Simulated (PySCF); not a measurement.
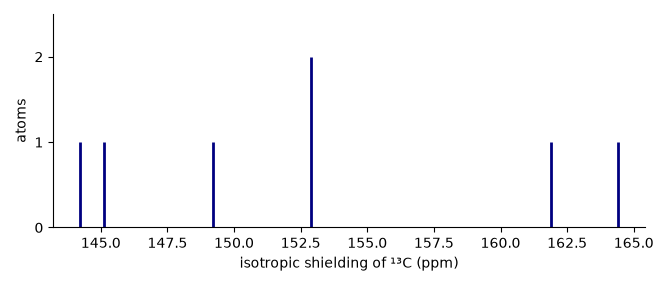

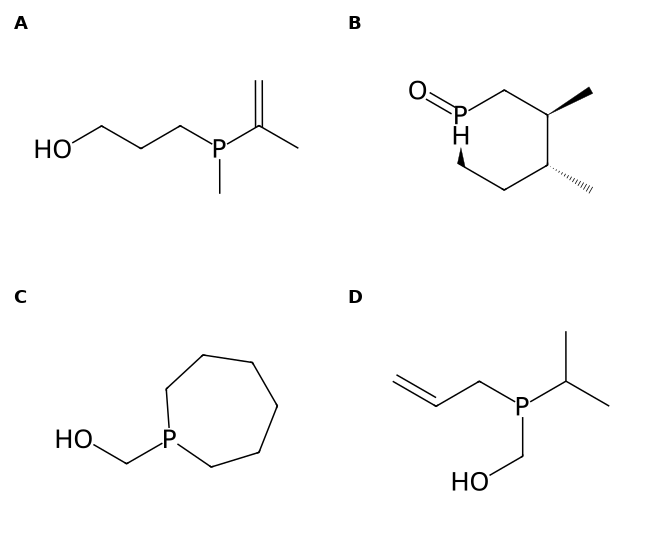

The sticks are computed shieldings of one of the molecules, for one fixed geometry (GFN2-xTB) without averaging over rotations. Low shielding means a high chemical shift. Method: GIAO PBE0/pcSseg-1 NMR shielding, non-relativistic, gas phase (PySCF 2.14.0).

### Which molecule gives this pattern?

B, `C[C@@H]1CC[P@@H](=O)C[C@H]1C`. Its 7 C atoms give lines at 144.2, 145.1, 149.2, 152.9 (2 atoms), 161.9, 164.4 ppm.

The geometry is semi-empirical. Around P such bond lengths and angles can be off by a tenth of an ångström or more and by several degrees, and values that hang on the shape move with them.
